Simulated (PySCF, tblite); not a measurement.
**C2H6F2NSi radical, a small gas-phase stand-in for a defect centre (C site with back bonds C[SiH3], F, F): EPR parameters**

Wanted: the EPR parameters for `[NH]C(F)(F)C[SiH3]`. It is drawn as: nitrogen radical.

Computed with tblite 0.8.0 and PySCF 2.14.0; each step states its level. No surroundings beyond the atoms listed, unless a continuum is named. Atoms count from 0, parts from 1.

## 1. Starting point

12 atoms, charge 0, multiplicity 2; geometry: distance geometry start.

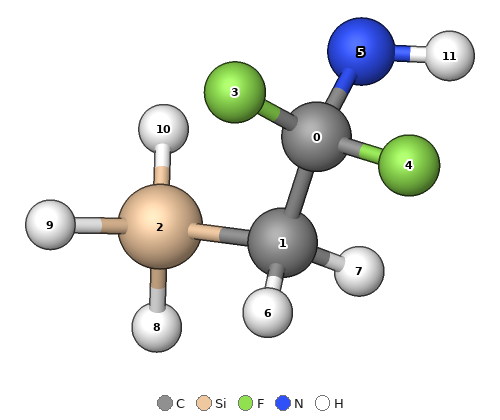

The starting geometry (carbon grey, silicon light orange, fluorine green, nitrogen blue, hydrogen white), atoms numbered.

## 2. Relaxing the cluster with GFN2-xTB

What the job is given:

```
{"job": {"kind": "relax", "xc": "GFN2-xTB", "basis": "xTB"}, "charge": 0, "multiplicity": 2}
C      0.926662    -0.802375     0.108003
C     -0.184944    -0.142686    -0.669223
Si    -1.454754     0.737537     0.356873
F      0.522104    -1.740882     0.988128
F      1.773239    -1.404377    -0.827373
N      1.767105     0.223824     0.764125
H     -0.671712    -0.853054    -1.336444
H      0.297806     0.604543    -1.378079
H     -2.253215     1.592555    -0.545916
H     -2.408656    -0.228668     0.990260
H     -0.930022     1.579326     1.382932
H      2.598870     0.442108     0.175245
```

Method: GFN2-xTB geometry optimisation, gas phase.

The run is started by

```
> OMP_NUM_THREADS=1 python cluster_run.py task.json out
```

This one command runs all jobs of the session in turn.

Log:

```text
step      E/eV     max force
  0    -581.16412    3.320
  1    -581.44651    1.601
  2    -581.54453    0.850
  3    -581.57478    0.536
  4    -581.61413    0.334
  5    -581.62440    0.362
  6    -581.63839    0.252
  7    -581.64439    0.197
  8    -581.64933    0.148
  9    -581.65190    0.173
 10    -581.65426    0.154
 11    -581.65663    0.174
 12    -581.65919    0.175
 13    -581.66168    0.133
 14    -581.66403    0.133
 15    -581.66621    0.135
 16    -581.66835    0.136
 17    -581.67025    0.162
 18    -581.67188    0.165
 19    -581.67345    0.130
 20    -581.67512    0.115
 21    -581.67693    0.134
 22    -581.67859    0.099
 23    -581.67965    0.069
 24    -581.68023    0.067
 25    -581.68071    0.064
 26    -581.68119    0.071
 27    -581.68159    0.061
 28    -581.68183    0.047
 29    -581.68199    0.046
 30    -581.68216    0.044
 31    -581.68235    0.053
 32    -581.68251    0.038
 33    -581.68262    0.031
 34    -581.68272    0.033
 35    -581.68284    0.038
 36    -581.68298    0.043
 37    -581.68312    0.034
 38    -581.68328    0.040
 39    -581.68344    0.038
 40    -581.68361    0.033
 41    -581.68376    0.033
 42    -581.68393    0.036
 43    -581.68412    0.039
 44    -581.68437    0.052
 45    -581.68466    0.045
 46    -581.68493    0.049
 47    -581.68522    0.051
 48    -581.68551    0.053
 49    -581.68577    0.056
 50    -581.68595    0.039
 51    -581.68608    0.039
 52    -581.68623    0.043
 53    -581.68640    0.041
 54    -581.68654    0.030
 55    -581.68664    0.026
 56    -581.68672    0.024
 57    -581.68680    0.029
 58    -581.68685    0.020
 59    -581.68688    0.010
 60    -581.68689    0.009
 61    -581.68689    0.009
 62    -581.68691    0.016
 63    -581.68693    0.017
 64    -581.68695    0.010
 65    -581.68695    0.004
```

It took 3.5 s on 1 thread of Arm Neoverse N1, shared host.

Along the way: (not every step is listed)

```
step  energy from step 0 (eV)  largest force (eV/Å)
   0                   0.0000                3.3201
   2                  -0.3804                0.8501
   4                  -0.4500                0.3343
   6                  -0.4743                0.2512
   8                  -0.4852                0.1483
  10                  -0.4901                0.1531
  12                  -0.4951                0.1747
  14                  -0.4999                0.1325
  16                  -0.5042                0.1360
  20                  -0.5110                0.1152
  24                  -0.5161                0.0671
  28                  -0.5177                0.0469
  32                  -0.5184                0.0377
  36                  -0.5189                0.0426
  40                  -0.5195                0.0333
  44                  -0.5202                0.0521
  48                  -0.5214                0.0530
  52                  -0.5221                0.0437
  56                  -0.5226                0.0239
  58                  -0.5227                0.0197
  60                  -0.5228                0.0095
  62                  -0.5228                0.0163
  64                  -0.5228                0.0099
  65                  -0.5228                0.0042
```

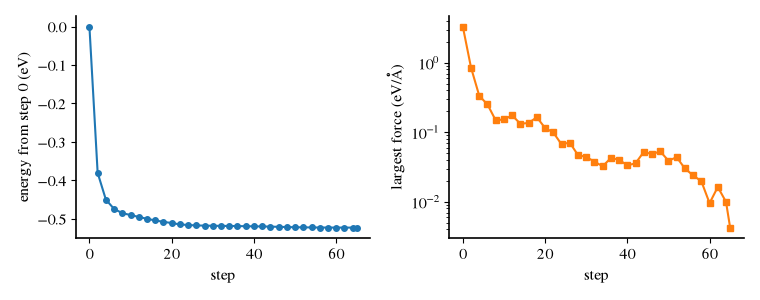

Energy and force, step by step.

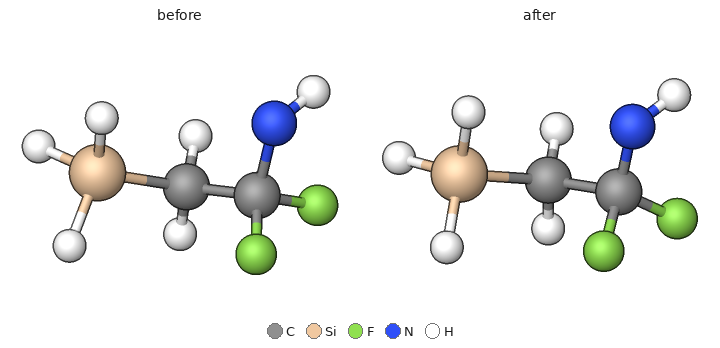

Before and after, at one scale.

Distances of close pairs at the start and the end, largest changes first:

```
   bond  before (Å)  after (Å)  change (Å)
  C0–N5       1.480      1.349      -0.131
 C1–Si2       1.855      1.911      +0.057
  C1–H7       1.137      1.088      -0.050
  C0–C1       1.508      1.554      +0.045
 Si2–H9       1.498      1.459      -0.040
 N5–H11       1.042      1.011      -0.031
Si2–H10       1.427      1.456      +0.029
  C0–F3       1.349      1.364      +0.016
```

## 3. Geometry optimisation at PBE0-D3(BJ)/def2-SVP

What the job is given:

```
{"job": {"xc": "PBE0", "basis": "def2-SVP", "d3": "d3bj", "grid": 2, "kind": "geom", "shake": 0.01}, "charge": 0, "multiplicity": 2}
C      0.968063    -0.764737     0.096074
C     -0.148185    -0.035683    -0.761240
Si    -1.483060     0.717892     0.392023
F      0.347705    -1.577991     0.956366
F      1.639425    -1.604331    -0.757485
N      1.678252     0.207748     0.715246
H     -0.525726    -0.807164    -1.420064
H      0.353309     0.731743    -1.379779
H     -2.363100     1.429187    -0.504412
H     -2.172222    -0.365527     1.085137
H     -0.821641     1.637965     1.331630
H      2.565670     0.403314     0.263504
```

Log:

```text
step   0  E = -622.87495827  max force = 0.049212
step   1  E = -622.88217298  max force = 0.032665
step   2  E = -622.88462795  max force = 0.008408
step   3  E = -622.88488577  max force = 0.003006
step   4  E = -622.88495732  max force = 0.000877
step   5  E = -622.88500922  max force = 0.001672
step   6  E = -622.88509159  max force = 0.002600
step   7  E = -622.88513319  max force = 0.001911
step   8  E = -622.88516705  max force = 0.000771
step   9  E = -622.88518096  max force = 0.000505
step  10  E = -622.88520634  max force = 0.001223
step  11  E = -622.88525758  max force = 0.002492
step  12  E = -622.88522548  max force = 0.005776
step  13  E = -622.88539364  max force = 0.003138
step  14  E = -622.88543204  max force = 0.002306
step  15  E = -622.88547310  max force = 0.000596
step  16  E = -622.88549156  max force = 0.000367
step  17  E = -622.88549507  max force = 0.000440
optimisation converged
```

Wall time 5.7 min (1 thread of Arm Neoverse N1, shared host); peak memory 0.64 GiB.

Along the way:

```
step  energy from step 0 (eV)  largest force component (eV/Å)
   0                   0.0000                          2.5306
   1                  -0.1963                          1.6797
   2                  -0.2631                          0.4324
   3                  -0.2701                          0.1546
   4                  -0.2721                          0.0451
   5                  -0.2735                          0.0860
   6                  -0.2757                          0.1337
   7                  -0.2769                          0.0983
   8                  -0.2778                          0.0396
   9                  -0.2782                          0.0260
  10                  -0.2789                          0.0629
  11                  -0.2803                          0.1281
  12                  -0.2794                          0.2970
  13                  -0.2840                          0.1614
  14                  -0.2850                          0.1186
  15                  -0.2861                          0.0306
  16                  -0.2866                          0.0189
  17                  -0.2867                          0.0226
```

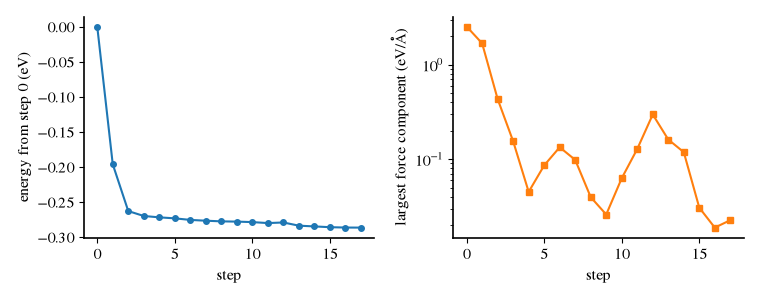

Energy and largest force along the relaxation.

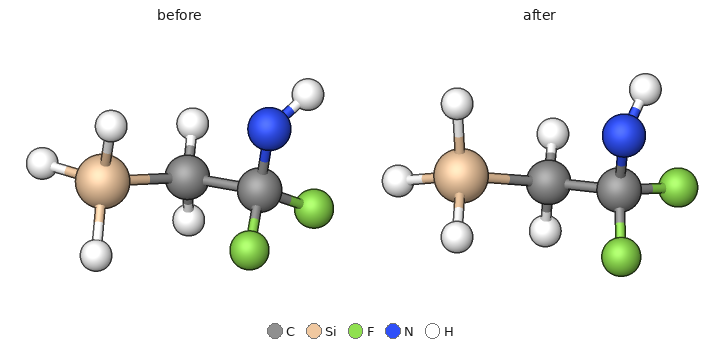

Before and after, at one scale.

Close pairs (by a distance rule), those that changed most:

```
   bond  before (Å)  after (Å)  change (Å)
  C0–C1       1.585      1.518      -0.067
  C0–N5       1.354      1.413      +0.059
 Si2–H8       1.444      1.494      +0.051
 Si2–H9       1.459      1.490      +0.030
  C1–H6       1.082      1.103      +0.020
Si2–H10       1.472      1.492      +0.020
 C1–Si2       1.918      1.900      -0.019
  C0–F3       1.337      1.352      +0.015
```

The next job starts from the end point, and lists it.

```
                         at the end point                value
  point group (found at 0.08 Å tolerance)                   C1
rotational constants (GHz, main isotopes)  5.119, 1.703, 1.689
                        dipole moment (D)                 2.38
                                     ⟨S²⟩                0.753
```

## 4. EPR parameters: B3LYP/IGLO-III+pcH-1

What the job is given:

```
{"job": {"kind": "epr"}, "charge": 0, "multiplicity": 2}
C      0.967472    -0.812164     0.233692
C     -0.158261    -0.173249    -0.558998
Si    -1.457342     0.763265     0.462915
F      0.482303    -1.849265     0.952733
F      1.893121    -1.348132    -0.616868
N      1.559257     0.118210     1.118035
H     -0.654751    -0.991283    -1.106690
H      0.274298     0.504020    -1.311640
H     -2.577281     1.116013    -0.461170
H     -1.973374    -0.094302     1.566259
H     -0.880518     2.021644     1.018896
H      2.261734     0.638913     0.576556
```

Level: UKS B3LYP, IGLO-III on C F N Si, pcH-1 on H, non-relativistic, mean-field spin-orbit, GIAO.

Log:

```text
UKS, coarse grid
  cycle   1  E = -623.75643420  |g| = 5.84e-01
  cycle   2  E = -623.62533331  |g| = 9.10e-01
  cycle   3  E = -623.86719185  |g| = 6.93e-02
  cycle   4  E = -623.86849825  |g| = 3.86e-02
  cycle   5  E = -623.86912594  |g| = 6.42e-03
  cycle   6  E = -623.86914702  |g| = 2.29e-03
  cycle   7  E = -623.86915010  |g| = 1.52e-03
  cycle   8  E = -623.86915171  |g| = 5.17e-04
UKS, final grid
  cycle   1  E = -623.86919668  |g| = 7.16e-04
  cycle   2  E = -623.86919652  |g| = 1.18e-03
  cycle   3  E = -623.86919691  |g| = 9.01e-05
  cycle   4  E = -623.86919693  |g| = 6.56e-05
  cycle   5  E = -623.86919695  |g| = 2.87e-05
  cycle   6  E = -623.86919695  |g| = 8.85e-06
E = -623.86919695 Eh   <S^2> = 0.7534 (exact 0.7500)
g shifts (ppm)      1          2          3
  rmc          -220       -220       -220
  gc              7         51         51
  oz_so           0        998       4179
  total        -213        830       4011
hyperfine (MHz)  atom isotope    a_iso     a_fc   dipolar eigenvalues
    0   13C     -17.92     -17.92     -3.89     -2.89      6.77
    1   13C      49.52      49.55     -5.80     -5.31     11.12
    2  29Si      -6.46      -6.46     -1.37      0.44      0.93
    3   19F      36.43      36.14    -26.76    -23.47     50.22
    4   19F      59.91      59.52    -38.67    -35.46     74.13
    5   14N      30.68      30.67    -43.84    -43.05     86.89
    6    1H      44.21      44.21     -3.68     -1.52      5.20
    7    1H      -4.10      -4.09     -5.24     -2.51      7.75
    8    1H       0.17       0.17     -1.03     -0.82      1.85
    9    1H       0.71       0.71     -1.75     -1.54      3.28
   10    1H       2.73       2.73     -3.05     -2.38      5.43
   11    1H     -61.27     -61.37    -52.36     -8.75     61.10
```

Wall time 96 s (1 thread of Arm Neoverse N1, shared host); peak memory 0.98 GiB.

Principal g values 2.00211, 2.00315, 2.00633; g(iso) = 2.00386, against 2.00232 for a free electron.

Hyperfine couplings, nucleus by nucleus at this fixed geometry (no averaging over rotations):

```
nuclei  isotope  a(iso) (MHz)  a(iso) (G, at g = 2.0023)  largest dipolar term (MHz)
   H11       1H         -61.3                      -21.9                        61.1
    F4      19F          59.9                       21.4                        74.1
    C1      13C          49.5                       17.7                        11.1
    H6       1H          44.2                       15.8                         5.2
    F3      19F          36.4                       13.0                        50.2
    N5      14N          30.7                       10.9                        86.9
    C0      13C         -17.9                       -6.4                         6.8
   Si2     29Si          -6.5                       -2.3                        -1.4
    H7       1H          -4.1                       -1.5                         7.8
   H10       1H           2.7                        1.0                         5.4
    H9       1H           0.7                        0.3                         3.3
    H8       1H           0.2                        0.1                         1.9
```

Mulliken spin populations:

```
atom  value (e)
  C0      -0.06
  C1       0.04
 Si2       0.00
  F3       0.01
  F4       0.02
  N5       1.02
  H6       0.02
  H7       0.00
  H8       0.00
  H9       0.00
 H10       0.00
 H11      -0.04
```

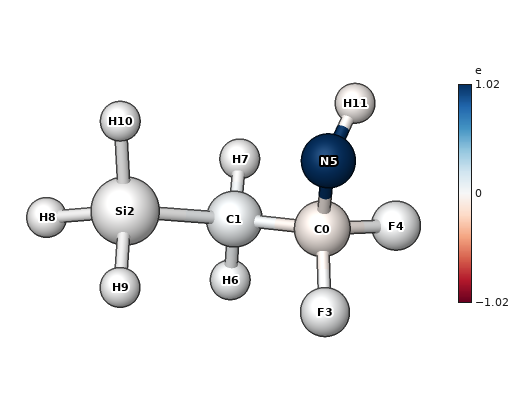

Mulliken spin populations, as colours on the atoms.

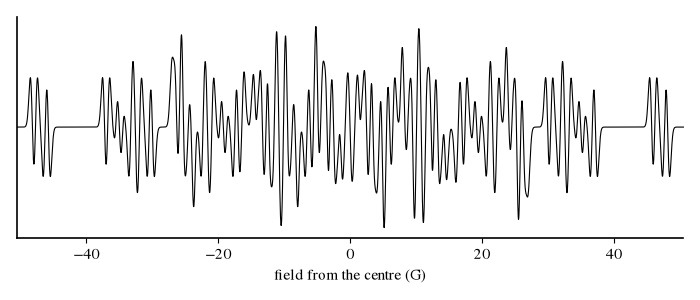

First-order isotropic spectrum (first derivative, main isotopes with spin only, couplings over 0.8 MHz, Gaussian width 0.3 G; couplings of the frozen geometry, rotation of groups not averaged beyond the rows shown).

## 5. EPR parameters: BHandHLYP/IGLO-III+pcH-1

The job, as its differences from that of step 4:

```diff
@@ -1,2 +1,2 @@
-{"job": {"kind": "epr"}, "charge": 0, "multiplicity": 2}
+{"job": {"kind": "epr", "xc": "BHandHLYP"}, "charge": 0, "multiplicity": 2}
 C      0.967472    -0.812164     0.233692
```

Method: UKS BHandHLYP, IGLO-III on C F N Si, pcH-1 on H, non-relativistic, mean-field spin-orbit, GIAO.

Log:

```text
UKS, coarse grid
  cycle   1  E = -623.56613327  |g| = 5.69e-01
  cycle   2  E = -623.56779172  |g| = 6.43e-01
  cycle   3  E = -623.68785651  |g| = 4.55e-02
  cycle   4  E = -623.68896635  |g| = 2.28e-02
  cycle   5  E = -623.68925941  |g| = 6.80e-03
  cycle   6  E = -623.68930992  |g| = 2.79e-03
  cycle   7  E = -623.68932757  |g| = 1.49e-03
  cycle   8  E = -623.68933395  |g| = 1.06e-03
  cycle   9  E = -623.68933695  |g| = 6.02e-04
UKS, final grid
  cycle   1  E = -623.68936635  |g| = 4.86e-04
  cycle   2  E = -623.68936702  |g| = 4.07e-04
  cycle   3  E = -623.68936732  |g| = 3.14e-04
  cycle   4  E = -623.68936806  |g| = 5.57e-05
  cycle   5  E = -623.68936807  |g| = 1.80e-05
E = -623.68936807 Eh   <S^2> = 0.7548 (exact 0.7500)
g shifts (ppm)      1          2          3
  rmc          -220       -220       -220
  gc              4         53         51
  oz_so         -39        967       4405
  total        -255        799       4235
hyperfine (MHz)  atom isotope    a_iso     a_fc   dipolar eigenvalues
    0   13C     -26.95     -26.95     -3.42     -3.26      6.68
    1   13C      48.68      48.71     -5.19     -4.60      9.79
    2  29Si      -5.13      -5.13     -1.25      0.36      0.89
    3   19F      33.60      33.40    -25.64    -21.31     46.95
    4   19F      60.91      60.64    -36.24    -32.54     68.78
    5   14N      41.68      41.67    -44.27    -43.12     87.39
    6    1H      37.48      37.48     -3.39     -1.41      4.79
    7    1H      -4.21      -4.21     -5.05     -2.76      7.81
    8    1H       0.19       0.19     -1.00     -0.83      1.83
    9    1H       0.36       0.36     -1.74     -1.57      3.31
   10    1H       2.69       2.69     -3.05     -2.47      5.52
   11    1H     -71.54     -71.64    -54.22     -9.24     63.45
```

It took 100 s on 1 thread of Arm Neoverse N1, shared host; peak memory 1 GiB.

In short: g(iso) 2.00391.

## 6. Run by run: EPR parameters

g, ⟨S²⟩ and isotropic hyperfine couplings (MHz), with basis size and wall time:

```
                     run   g(iso)   ⟨S²⟩  1H H11  19F F4  13C C1  1H H6  19F F3  functions   time
    B3LYP/IGLO-III+pcH-1  2.00386  0.753   -61.3    59.9    49.5   44.2    36.4        279   96 s
BHandHLYP/IGLO-III+pcH-1  2.00391  0.755   -71.5    60.9    48.7   37.5    33.6        279  100 s
```

## 7. Summary of results

```
                            quantity                 value
                         point group                    C1
rotational constants (main isotopes)  5.12, 1.70, 1.69 GHz
                      g(iso) (B3LYP)               2.00386
                                ⟨S²⟩    0.753 (exact 0.75)
                      largest a(iso)  1H on H11, -61.3 MHz
```

**Reading.** The start of the PBE0/def2-SVP relaxation was shaken at random by about 0.01 Å, so part of the energy gained, and of the first lengths quoted, undoes that. Relaxing lowered the energy by 0.287 eV in 17 steps; the close pair that moved most is C0–C1, from 1.585 to 1.518 Å (PBE0/def2-SVP). N5 carries the largest spin population, 1.02 e. The isotropic g lies 1.5 ppt above the free-electron value. The coupling of 1H on H11 runs from -71.5 (BHandHLYP/IGLO-III+pcH-1) to -61.3 MHz (B3LYP/IGLO-III+pcH-1). A capped cluster stands for the solid here, so long-range fields and strain are missing, and bands or shifts of the capping hydrogens have no counterpart in it.
